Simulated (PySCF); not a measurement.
Consider C3H7FSi.

Input

```
{"job": {"kind": "nmr", "xc": "PBE0", "basis": "pcSseg-1"}, "charge": 0, "multiplicity": 1}
F     -1.892990     0.590624    -1.594098
C     -0.749099     0.026832    -1.103716
C     -0.882319    -1.057300    -0.093855
C     -0.376294     0.305377     0.316468
Si     1.431936     0.572547     0.773860
H     -0.002422    -0.020468    -1.886315
H     -0.187452    -1.881882    -0.140489
H     -1.881422    -1.339085     0.203208
H     -1.102272     0.908044     0.849700
H      1.614582     0.227851     2.183510
H      1.779439     1.972202     0.532162
H      2.249510    -0.305428    -0.066462
```

Launched as:

```sh
OMP_NUM_THREADS=1 python probes_run.py task.json out
```

Geometry: GFN2-xTB.

Theory: PySCF 2.14.0, PBE0/pcSseg-1, SCF density, gas phase, non-relativistic.

Q: What will maps of the electron density and electron localisation function show?

A: C–C (1.51 Å): the density is about 1.6 e/Å³ at the midpoint; the ELF peaks at about 0.85 between the atoms: localised, covalent bonding.
C–Si (1.88 Å): ρ at the midpoint is about 0.93 e/Å³; the ELF peaks at about 0.95 between the atoms; a covalent bond.
C–H (1.08 Å): the density is about 2 e/Å³ at the midpoint; the ELF climbs to about 1 towards the hydrogen, as it does in any bond to H: an ordinary covalent bond to hydrogen.

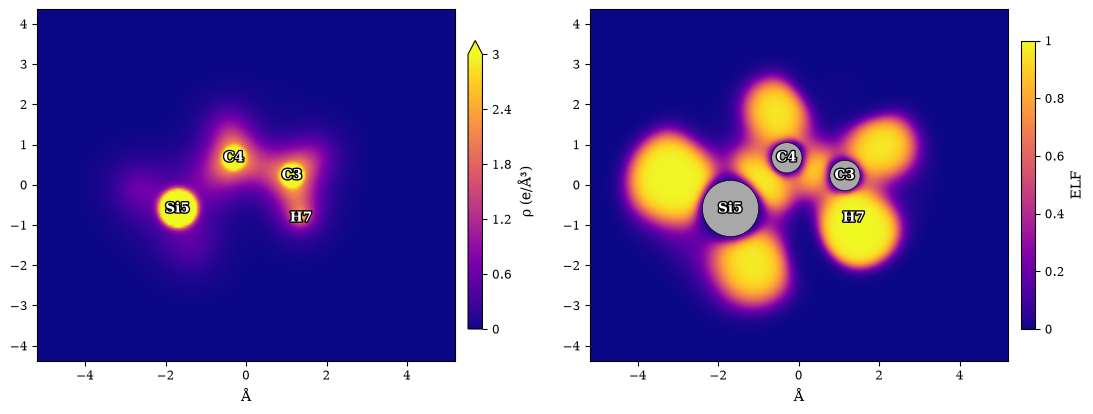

Computed electron density and electron localisation function on the plane of atoms C4, C3 and H7, in this order. Grey discs cover the atomic cores in the ELF map. 
